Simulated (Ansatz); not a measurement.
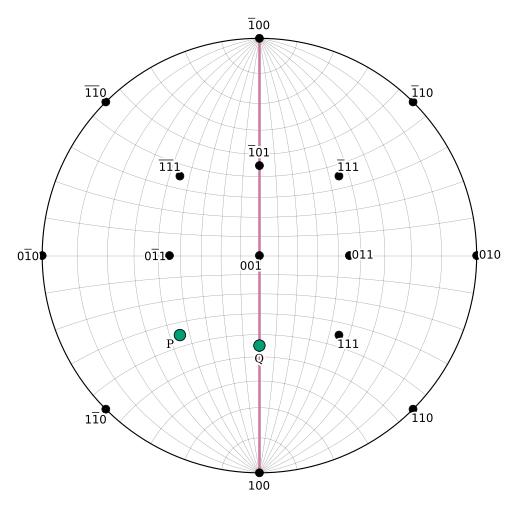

For Ni, the end point of a relaxation with Ansatz, DFT, PBE, PAW with Ansatz's default frozen-core files, scalar-relativistic; the starting structure was generated, so it need not be a known form of this composition: stereographic projection of plane normals (upper hemisphere) centred on (0 0 1). All values are computed from the atomic coordinates in the standard setting (tolerance 0.002 Å).

a = 3.519 Å, b = 3.519 Å, c = 3.519 Å, α = 90.00°, β = 90.00°, γ = 90.00°.

### Index the poles marked P, Q.

P is (1 −1 1), 54.7° from the centre; Q is (1 0 1), 45.0° from the centre.

### Which zone does the coloured great circle trace?

The zone [0 1 0]: its poles satisfy k = 0.

### What is the angle between the normals of (1 0 1) and (−1 0 0), and what are their d_hkl = 1/|g|?

135.0°; d = 2.488 Å and 3.519 Å.
